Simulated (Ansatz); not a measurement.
Starting cell, BaTiO$_{3}$ (tetragonal-perovskite type, space group P4mm):

```yaml
crystal:
  lattice:
    - [3.97230, 0.00000, 0.00000]
    - [0.00000, 3.97230, 0.00000]
    - [0.00000, 0.00000, 4.11282]
  atoms:
    - { symbol: Ti, position: [0.50000, 0.50000, 0.45232] }
    - { symbol: Ba, position: [0.00000, 0.00000, 0.93423] }
    - { symbol: O, position: [0.50000, 0.50000, 0.89517] }
    - { symbol: O, position: [0.50000, 0.00000, 0.41214] }
    - { symbol: O, position: [0.00000, 0.50000, 0.41214] }
```

In each cell atom 3 (O, nearest neighbour Ti at 1.821 Å; its periodic images, 4.0 Å or more away, move with it) moves by s·(0.577, 0.577, 0.577) (along Cartesian [111]), the rest being held.

Calculation: r2SCAN (plane waves to 500 eV, PAW, scalar-relativistic; Ansatz, a first-principles code). k mesh 7×7×7 (Γ-centred), Fermi-Dirac smearing 0.05 eV. Energies are smeared free energies. Left out: 2 of 11 points, with atoms too close for the PAW data. BaTiO3 is run without spin polarisation. BaTiO3 was relaxed with its symmetry unable to fall. ΔE is measured from the undisplaced structure.

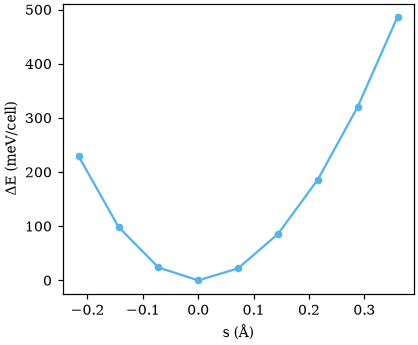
Fig. 1. ΔE (meV/cell) against s (Å); computed points joined by lines.

The force along the line at s = -0.216 Å comes out as 2.22 eV/Å. The force constant k = d²E/ds² at s = 0 (finite differences) is 8.89 eV/Å² and the energy at s = 0.360 Å comes out as 487 meV/cell. Symmetry of the curve: not even: the negative side lies higher at ±0.216 Å. Shape of the curve: a single well with its minimum at or next to zero displacement.

With its periodic images moving along, the atom's site symmetry in this cell is 4mm.

(For displaced atoms, the force is minus the slope of the energy, and its curvature is a force constant, which sets phonon frequencies.)
